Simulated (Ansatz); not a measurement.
A series of calculations on CH6BClO

### Relaxation

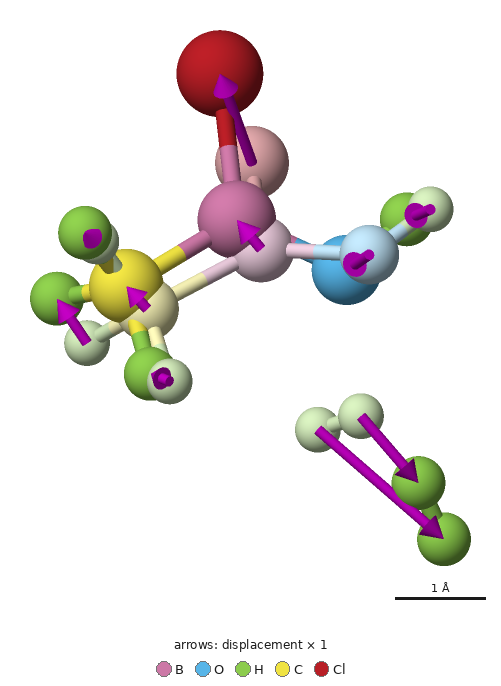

A relaxation of CH₆BClO. The starting structure is drawn faded, the final one solid; purple arrows show the displacements, at their true length. The two geometries are superimposed by the best rigid fit.

Style: ball-and-stick. Shown at a tilt.

The run prepares an end point of a later path (reaction) calculation, from a guessed geometry.

Method: RKS PBE0-D4/6-31G* (Ansatz).

Input
```yaml
crystal:
  periodic: [false, false, false]
  atoms:
    - { symbol: B, position_ang: [0.02476, -0.208879, 0.114282] }
    - { symbol: O, position_ang: [0.050802, -0.392486, 1.478724] }
    - { symbol: H, position_ang: [-0.837886, -0.503576, 1.844009] }
    - { symbol: C, position_ang: [1.344695, -0.092275, -0.706164] }
    - { symbol: H, position_ang: [1.59993, -1.081931, -1.111467] }
    - { symbol: H, position_ang: [1.241276, 0.580839, -1.562946] }
    - { symbol: H, position_ang: [2.183954, 0.236448, -0.084706] }
    - { symbol: Cl, position_ang: [-1.560794, -0.214833, -0.712079] }
    - { symbol: H, position_ang: [-0.017288, 2.152757, 0.545258] }
    - { symbol: H, position_ang: [0.076552, 1.804636, 1.15489] }
basis:
  gaussian: { orbitals: "6-31G*" }
hamiltonian:
  xc: pbe0
  dispersion: d4
relax:
  f_tol: 0.03
  max_steps: 50
output:
  orbitals: {}
```

Command:
```bash
ansatz run input.yaml --threads 1 --pin off --max-ram 2048MiB --backend cpu --events-out ev --progress --plain --runs-dir out
```

Q: What happened in the run?

A: The energy falls by 0.227 eV in 35 accepted moves (41 points after the start). Largest force component: 1.2 eV/Å at the start, 0.022 eV/Å at the end. The line search rejected the trial steps at points 10, 13, 17, 20, 27, 32 of the run. The forces were under the threshold at step 18, but the run went on from there. The largest move after the best rigid fit is that of H9, 1.88 Å. Largest moves by element: H 1.88 Å, Cl 1.34 Å, O 0.68 Å, B 0.43 Å, C 0.35 Å. Near-neighbour distances that change, for instance: H9–H10 0.708 → 0.744 Å, B1–O2 1.377 → 1.350 Å, B1–Cl8 1.788 → 1.793 Å. Groups turn about B1–C4 by about 25°.

Limits of the set-up: the start holds two separate molecules, 2.2 Å apart at their closest, whose relative position is a soft coordinate.

### Relaxation

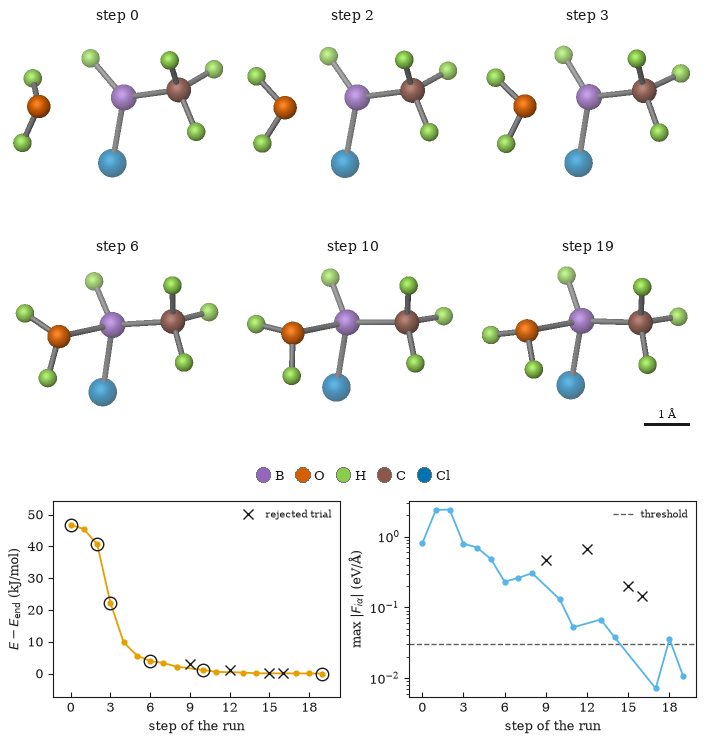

Frames of a relaxation of CH₆BClO, marked on the history of the run. The picture is a ball-and-stick view, seen from a free direction.

The run prepares an end point of a later path (reaction) calculation, from a guessed geometry.

All numbers below come from Ansatz, RKS PBE0-D4/6-31G*.

Input
```yaml
crystal:
  periodic: [false, false, false]
  atoms:
    - { symbol: B, position_ang: [0.011153, 0.554978, -0.429746] }
    - { symbol: O, position_ang: [0.07183, 0.085754, 2.127296] }
    - { symbol: H, position_ang: [-0.765646, -0.396076, 2.174386] }
    - { symbol: C, position_ang: [1.391, 0.011281, -0.894783] }
    - { symbol: H, position_ang: [1.398708, -1.07169, -1.059329] }
    - { symbol: H, position_ang: [1.639192, 0.487311, -1.85663] }
    - { symbol: H, position_ang: [2.188143, 0.27995, -0.193875] }
    - { symbol: Cl, position_ang: [-1.491457, -0.28276, -0.853118] }
    - { symbol: H, position_ang: [-0.139927, 1.61894, 0.092617] }
    - { symbol: H, position_ang: [-0.196996, 0.993011, 1.852981] }
basis:
  gaussian: { orbitals: "6-31G*" }
hamiltonian:
  xc: pbe0
  dispersion: d4
relax:
  f_tol: 0.03
  max_steps: 50
```

Run as
```bash
ansatz run input.yaml --threads 1 --pin off --max-ram 2048MiB --backend cpu --events-out ev --progress --plain --runs-dir out
```

### What happens along the run?

After 15 accepted moves (19 points after the start) the energy has fallen by 46.8 kJ/mol. Largest force component: 0.8 eV/Å at the start, 0.011 eV/Å at the end. The line search rejected the trial steps at points 9, 12, 15, 16 of the run. The largest move after the best rigid fit is that of H3, 0.99 Å. By element the largest moves are H 0.99 Å, O 0.63 Å, B 0.37 Å, Cl 0.34 Å, C 0.22 Å. Some distances before and after: B1–O2 2.600 → 1.683 Å, B1–Cl8 1.772 → 1.864 Å, B1–C4 1.554 → 1.582 Å, O2–H10 0.985 → 0.973 Å. New bonds form, among them: B1–O2 (2.60 → 1.68 Å). Among the angles between lasting bonds that change: C4–B1–Cl8 121.1° → 114.7°, C4–B1–H9 123.7° → 119.7°, Cl8–B1–H9 114.7° → 111.4°. From step 0 to 2: O2 moves most (0.32 Å), energy −6.16 kJ/mol. From step 2 to 3: H3 moves most (0.20 Å), energy −18.4 kJ/mol. From step 3 to 6: H3 moves most (0.28 Å), energy −18.3 kJ/mol. From step 6 to 10: H atoms move most (0.33 Å), energy −2.81 kJ/mol. From step 10 to 19: H3 moves most (0.30 Å), energy −1.10 kJ/mol.

### Path

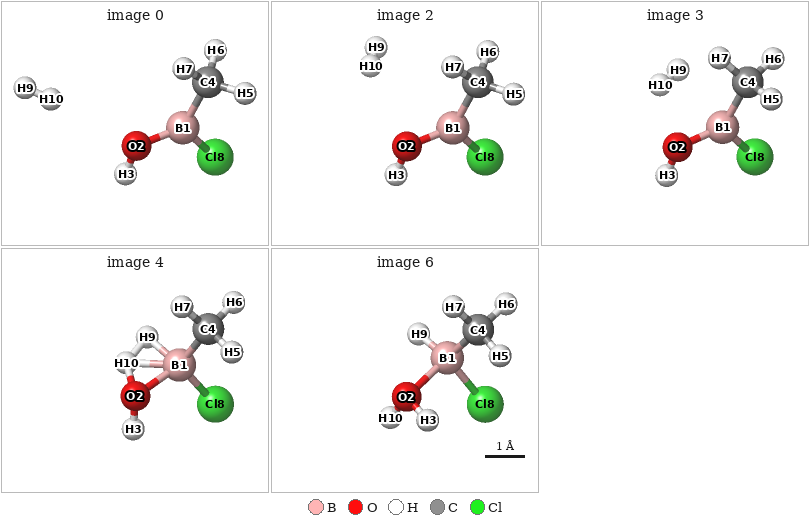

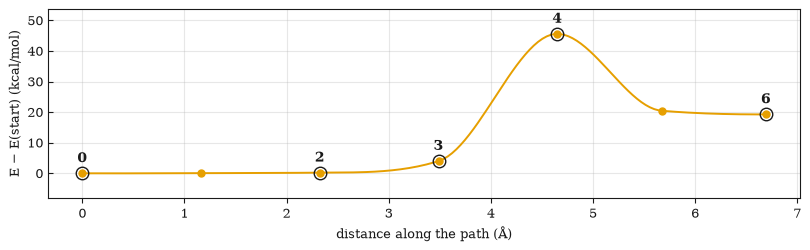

A nudged-elastic-band calculation for CH$_{6}$BClO, made up at the start of CH$_{4}$BClO and H₂. Images are numbered from 0 (start) to 6 (end). The picture is a ball-and-stick view, seen at a tilt.

These are results of Ansatz 0.2.0, RKS PBE0-D4/6-31G*, not measurements. Set-up: 5 movable images; climbing image; force threshold 0.05 eV/Å; iteration limit 60; starting path through a guess of the saddle point.

What happens along the path, and what is the barrier?

Breaking: H9–H10 (0.74 → 1.03 at the top → 2.45 Å). Forming: B1–H9 (4.36 → 1.36 at the top → 1.20 Å), O2–H10 (2.61 → 1.27 at the top → 0.97 Å). Forward barrier 45.6 kcal/mol, backward barrier 26.3 kcal/mol, with image 4 at the top; the reaction energy is +19.3 kcal/mol. The band converged in 24 iterations, with a climbing image at the top. At the top, the vibrational analysis gives one imaginary mode (1415i cm⁻¹), as a transition state must have.

Limits of the set-up: the start holds two separate molecules, 2.6 Å apart at their closest, whose relative position is a soft coordinate.

The run took 3.6 min on 1 thread of Intel(R) Xeon(R) 6975P-C (Granite Rapids) (shared host), peak memory 0.17 GiB.
